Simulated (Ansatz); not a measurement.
**SiGeH5 (doublet): correlated methods under varied settings**

Aim: run SiGeH5 (doublet) at one geometry under a spread of methods and options, and see what each costs and gives.

Program: Ansatz 0.2.0, Gaussian basis. Level of theory: the settings change from run to run. These are calculated values, not measurements.

21 further runs of the same task are left out: 9 that didn't finish, 12 set aside as unsound or not needed. Runs told in other sessions of the task aren't counted.

### 1 The system

The geometry is a PBE0/def2-TZVP stationary point (not a proven minimum). No spin-orbit coupling is included. The filled d shell of Ge may be among the frozen orbitals whatever the setting's name suggests.

7 atoms, charge 0, spin multiplicity 2.

Atoms are counted from 1 here; the program's logs count them from 0.

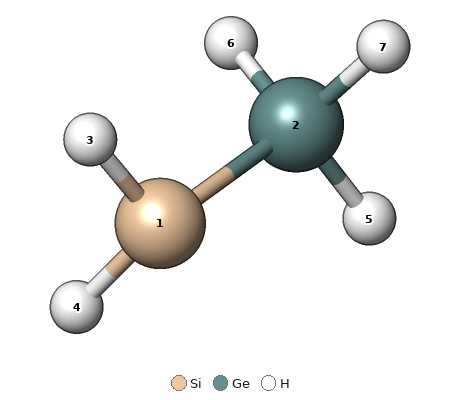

The geometry (silicon light orange, germanium teal, hydrogen white); atoms are numbered from 1 in the order of the file.

### 2 CCSD(T)/cc-pVDZ

Contents of in.yaml:

```yaml
crystal:
  periodic: [false, false, false]
  atoms:
    - {symbol: Si, position_ang: [-0.081543, 0.000000, 1.698859]}
    - {symbol: Ge, position_ang: [0.016230, 0.000000, -0.670868]}
    - {symbol: H, position_ang: [0.513083, -1.216854, 2.317500]}
    - {symbol: H, position_ang: [0.513083, 1.216854, 2.317500]}
    - {symbol: H, position_ang: [-0.694920, 1.249004, -1.215853]}
    - {symbol: H, position_ang: [1.466162, 0.000000, -1.192785]}
    - {symbol: H, position_ang: [-0.694920, -1.249004, -1.215853]}
basis:
  gaussian: {orbitals: cc-pVDZ}
magnetization: {spin_polarized: false, initial_magnetization: 1}
hamiltonian: {xc: {name: B3LYP}}
correlation: {method: ccsd_t, electrons: outside_noble_gas, diis_vectors: 4}
output: {forces: true}
```

Started as:

```bash
> ansatz run in.yaml --threads 1 --pin off --events-out ev --progress --plain --max-ram 2393MiB
```

Log (excerpt; [...] marks lines left out):

```text
Functional definition: B3LYP
  name "B3LYP"
  cite "Stephens, Devlin, Chabalowski & Frisch, J. Phys. Chem. 98, 11623 (1994) doi:10.1021/j100096a001"
  cite "Becke, Phys. Rev. A 38, 3098 (1988) doi:10.1103/PhysRevA.38.3098"
  cite "Lee, Yang & Parr, Phys. Rev. B 37, 785 (1988) doi:10.1103/PhysRevB.37.785"
  cite "Vosko, Wilk & Nusair, Can. J. Phys. 58, 1200 (1980) doi:10.1139/p80-159"
[...]
724 factors; integrals over basis functions are off by at most 1.1e-3 eV
[...]
mean field -64476.73389484 eV, -2369.4762667355 hartree, gradient 5.3e-6 eV, S^2 0.750000; 0 other end points of the search recorded, 0 dependent functions left out
19 core orbitals not correlated: weight in the atoms' cores, before any rotation towards them, 0.999 or more for the frozen orbitals, at most 0.000 for the correlated occupied ones
reference -64412.28359752 eV, -2367.1077619949 hartree; 7, 6 occupied and 44, 45 virtual orbitals, 724 factors
second order -5.38273144 eV of doubles, -0.28445502 eV of singles
cycle   1  -6.46934641 eV  change   -8.0e-1 eV  update   6.4e-2
[...]
cycle  12  -6.75592698 eV  change    1.6e-7 eV  update   1.4e-6
perturbative correction -0.16490895 eV, -0.0060602922 hartree
[...]
Total energy: -64419.20443345 eV, -2367.3620980242 hartree
Atom 0 at    -0.081543     0.000000     1.698859 Å, force    -0.097805     0.000000     0.271264 eV/Å
Atom 1 at     0.016230     0.000000    -0.670868 Å, force     0.013490    -0.000000    -0.222711 eV/Å
Atom 2 at     0.513083    -1.216854     2.317500 Å, force     0.045850    -0.106956     0.065317 eV/Å
Atom 3 at     0.513083     1.216854     2.317500 Å, force     0.045850     0.106956     0.065317 eV/Å
Atom 4 at    -0.694920     1.249004    -1.215853 Å, force    -0.072780     0.129953    -0.062677 eV/Å
Atom 5 at     1.466162     0.000000    -1.192785 Å, force     0.138175    -0.000000    -0.053833 eV/Å
Atom 6 at    -0.694920    -1.249004    -1.215853 Å, force    -0.072780    -0.129953    -0.062677 eV/Å
Dipole moment:    -0.011794     0.000000    -0.004945 e Å
```

Wall time 15 s (1 thread of AMD EPYC 7B13, shared host).

From the report: correlation -6.9208 eV; T1 0.019; largest double amplitude 0.03. The orbitals are Kohn-Sham ones, so correlation energy and T1 don't compare with those on Hartree-Fock orbitals.

### 3 BCCD(T) on ROHF/6-31G

Edit in.yaml of step 2 so:

```diff
@@ -11,6 +11,4 @@
 basis:
-  gaussian: {orbitals: cc-pVDZ}
+  gaussian: {orbitals: 6-31G}
 magnetization: {spin_polarized: false, initial_magnetization: 1}
-hamiltonian: {xc: {name: B3LYP}}
-correlation: {method: ccsd_t, electrons: outside_noble_gas, diis_vectors: 4}
-output: {forces: true}
+correlation: {method: bccd_t, electrons: valence}
```

The command is unchanged.

Log (excerpt; [...] marks lines left out):

```text
Functional definition: HF
  name "HF"
  cite "Fock, Z. Phys. 61, 126 (1930) doi:10.1007/BF01340294"
  parent pbe
[...]
550 factors; integrals over basis functions are off by at most 4.1e-4 eV
[...]
mean field -64402.68127233 eV, -2366.7548830530 hartree, gradient 2.5e-6 eV, S^2 0.750000; 0 other end points of the search recorded, 0 dependent functions left out
14 core orbitals not correlated: weight in the atoms' cores, before any rotation towards them, 1.000 or more for the frozen orbitals, at most 0.000 for the correlated occupied ones
reference -64402.68127233 eV, -2366.7548830530 hartree; 12, 11 occupied and 26, 27 virtual orbitals, 550 factors
second order -7.02770813 eV of doubles, -0.01712976 eV of singles
cycle   1  -7.24555710 eV  change   -2.0e-1 eV  update   7.4e-2
[...]
cycle   9  -7.64222246 eV  change   -1.0e-5 eV  update   2.0e-5
perturbative correction -0.11017088 eV, -0.0040487053 hartree
Total energy: -64410.43366568 eV, -2367.0397782538 hartree
```

Wall time 2.5 s (1 thread of AMD EPYC 7B13, shared host).

From the report: correlation -7.7524 eV; largest double amplitude 0.04.

### 4 CISD/cc-pVDZ

Edit in.yaml of step 3 so:

```diff
@@ -11,4 +11,6 @@
 basis:
-  gaussian: {orbitals: 6-31G}
+  gaussian: {orbitals: cc-pVDZ}
 magnetization: {spin_polarized: false, initial_magnetization: 1}
-correlation: {method: bccd_t, electrons: valence}
+correlation: {active_space: {ras: {orbitals: [6, 1, 44], electrons: 13, max_holes: 2, max_particles: 2}, fixed_orbitals: true}}
+accuracy: high
+output: {forces: true}
```

Launched as before.

Log (excerpt; [...] marks lines left out):

```text
Functional definition: HF
  name "HF"
  cite "Fock, Z. Phys. 61, 126 (1930) doi:10.1007/BF01340294"
  parent pbe
[...]
1595 factors; integrals over basis functions are off by at most 4.6e-9 eV
[...]
mean field -64412.84076001 eV, -2367.1282373388 hartree, gradient 2.6e-8 eV, S^2 0.750000; 0 other end points of the search recorded, 0 dependent functions left out
reference -64412.84076001 eV, -2367.1282373388 hartree; 26, 25 occupied and 44, 45 virtual orbitals, 1595 factors
state -64418.68976870 eV, -2367.3431844435 hartree
[...]
Total energy: -64418.68976870 eV, -2367.3431844435 hartree
Atom 0 at    -0.081543     0.000000     1.698859 Å, force    -0.046091     0.000000     0.335811 eV/Å
Atom 1 at     0.016230     0.000000    -0.670868 Å, force     0.037330     0.000000    -0.308078 eV/Å
Atom 2 at     0.513083    -1.216854     2.317500 Å, force     0.014890    -0.026185     0.014742 eV/Å
Atom 3 at     0.513083     1.216854     2.317500 Å, force     0.014890     0.026185     0.014742 eV/Å
Atom 4 at    -0.694920     1.249004    -1.215853 Å, force    -0.025216     0.043809    -0.021529 eV/Å
Atom 5 at     1.466162     0.000000    -1.192785 Å, force     0.029412    -0.000000    -0.014159 eV/Å
Atom 6 at    -0.694920    -1.249004    -1.215853 Å, force    -0.025216    -0.043809    -0.021529 eV/Å
Dipole moment:    -0.016451     0.000000     0.000354 e Å
```

Wall time 18 s (1 thread of AMD EPYC 7B13, shared host); peak memory 0.4 GiB.

From the report: 91,133 determinants.

### 5 NEVPT2(11,8)/6-31G

Edit in.yaml of step 4 so:

```diff
@@ -11,6 +11,5 @@
 basis:
-  gaussian: {orbitals: cc-pVDZ}
+  gaussian: {orbitals: 6-31G}
 magnetization: {spin_polarized: false, initial_magnetization: 1}
-correlation: {active_space: {ras: {orbitals: [6, 1, 44], electrons: 13, max_holes: 2, max_particles: 2}, fixed_orbitals: true}}
-accuracy: high
+correlation: {method: sc_nevpt2, electrons: outside_noble_gas, active_space: {window: {electrons: 11, orbitals: 8}}}
 output: {forces: true}
```

Same command.

Log (excerpt; [...] marks lines left out):

```text
Functional definition: HF
  name "HF"
  cite "Fock, Z. Phys. 61, 126 (1930) doi:10.1007/BF01340294"
  parent pbe
[...]
550 factors; integrals over basis functions are off by at most 4.1e-4 eV
[...]
mean field -64402.68127233 eV, -2366.7548830530 hartree, gradient 2.5e-6 eV, S^2 0.750000; 0 other end points of the search recorded, 0 dependent functions left out
reference -64402.68127233 eV, -2366.7548830530 hartree; 26, 25 occupied and 26, 27 virtual orbitals, 550 factors
state -64403.59291976 eV, -2366.7883854778 hartree
state -64403.59291976 eV, -2366.7883854778 hartree; corrected -64405.47738548 eV, -2366.8576383158 hartree
state -64403.54334176 eV, -2366.7865635202 hartree
state -64403.54334176 eV, -2366.7865635202 hartree; corrected -64405.46282573 eV, -2366.8571032548 hartree
state -64403.59291976 eV, -2366.7883854778 hartree; corrected -64405.47738548 eV, -2366.8576383158 hartree
state -64403.55490632 eV, -2366.7869885100 hartree
[...]
the orbitals are reached from a further start. From the first start the search ends at -64403.55489412 eV, -2366.7869880616 hartree
WARN: 2 active orbitals are nearly empty or full. The corrections depend on them more than the energy does, and are more stable in an active space without them
[...]
Total energy: -64405.47738548 eV, -2366.8576383158 hartree
Atom 0 at    -0.081543     0.000000     1.698859 Å, force    -0.357056    -0.000000    -0.088371 eV/Å
Atom 1 at     0.016230     0.000000    -0.670868 Å, force     0.010521     0.000000    -0.298767 eV/Å
Atom 2 at     0.513083    -1.216854     2.317500 Å, force     0.191680    -0.508081     0.283891 eV/Å
Atom 3 at     0.513083     1.216854     2.317500 Å, force     0.191680     0.508081     0.283891 eV/Å
Atom 4 at    -0.694920     1.249004    -1.215853 Å, force    -0.081783     0.134595    -0.067944 eV/Å
Atom 5 at     1.466162     0.000000    -1.192785 Å, force     0.126743    -0.000000    -0.044758 eV/Å
Atom 6 at    -0.694920    -1.249004    -1.215853 Å, force    -0.081783    -0.134595    -0.067943 eV/Å
Dipole moment:    -0.007892     0.000000    -0.006278 e Å
```

Wall time 23 s (1 thread of AMD EPYC 7B13, shared host).

From the report: 790 determinants; active occupations 2.00, 2.00, 2.00, 1.98, 1.97, 1.00, 0.03, 0.02. The report marks this result as in doubt.

### 6 CCSDTQ on ROHF/STO-3G

Edit in.yaml of step 5 so:

```diff
@@ -11,5 +11,4 @@
 basis:
-  gaussian: {orbitals: 6-31G}
+  gaussian: {orbitals: STO-3G}
 magnetization: {spin_polarized: false, initial_magnetization: 1}
-correlation: {method: sc_nevpt2, electrons: outside_noble_gas, active_space: {window: {electrons: 11, orbitals: 8}}}
-output: {forces: true}
+correlation: {method: ccsdtq, electrons: outside_noble_gas, diis_vectors: 12}
```

The command is unchanged.

Log (excerpt; [...] marks lines left out):

```text
Functional definition: HF
  name "HF"
  cite "Fock, Z. Phys. 61, 126 (1930) doi:10.1007/BF01340294"
  parent pbe
[...]
480 factors; integrals over basis functions are off by at most 3.4e-8 eV
[...]
mean field -63680.87707243 eV, -2340.2290679632 hartree, gradient 6.9e-6 eV, S^2 0.750000; 1 other end points of the search recorded, 0 dependent functions left out
[...]
19 core orbitals not correlated, not the lowest: weight in the atoms' cores, before any rotation towards them, 0.742 or more for the frozen orbitals, at most 0.241 for the correlated occupied ones
reference -63680.87707243 eV, -2340.2290679632 hartree; 7, 6 occupied and 6, 7 virtual orbitals, 480 factors
second order -1.79408675 eV of doubles, -0.00690348 eV of singles
cycle   1  -2.38991009 eV  change   -5.9e-1 eV  update   6.7e-2
[...]
cycle  13  -2.76360226 eV  change    9.4e-7 eV  update   1.1e-6
Total energy: -63683.64067470 eV, -2340.3306284730 hartree
```

It took 50 s on 1 thread of AMD EPYC 7B13, shared host; peak memory 0.69 GiB.

From the report: correlation -2.7636 eV; T1 0.008; largest double amplitude 0.05.

### 7 The runs in one table

Where basis and cores are those of an earlier UCCSDT(Q)/cc-pVDZ run (-64419.4614 eV), and the records show the same count of frozen orbitals and kind of state, the miss against it is given; a blank cell means that this couldn't be shown. † marks a result that the program doubts.

| level | correlated | functions | energy (eV) | from UCCSDT(Q) (meV) | time |
| --- | --- | --- | --- | --- | --- |
| CCSD(T)/cc-pVDZ (on B3LYP orbitals) | outside noble gas | 70 | -64419.2044 | 257.0 | 15 s |
| BCCD(T) on ROHF/6-31G | valence | 52 | -64410.4337 |  | 2.5 s |
| CISD/cc-pVDZ | outside noble gas | 70 | -64418.6898 | 771.7 | 18 s |
| NEVPT2(11,8)/6-31G † | outside noble gas | 52 | -64405.4774 |  | 23 s |
| CCSDTQ on ROHF/STO-3G | outside noble gas | 32 | -63683.6407 |  | 50 s |

### 8 Results

| quantity | value |
| --- | --- |
| runs | 5 |
| quickest | BCCD(T) on ROHF/6-31G, 2.5 s |
| slowest | CCSDTQ on ROHF/STO-3G, 50 s |

**Reading.** Total energies in different bases, with other cores or another treatment of relativity can't be set against each other. «valence» and «outside noble gas» are the program's key words; the logs give how many orbitals each freezes, and for Ga to Kr the 3d shell needn't follow the word's plain sense. CCSDTQ on ROHF/STO-3G took 20 times as long as BCCD(T) on ROHF/6-31G; the jobs differ in more than the method. Among the correlated runs with a miss given, it spans +257 to +772 meV. Cores frozen from Kohn-Sham orbitals shift the total energy.
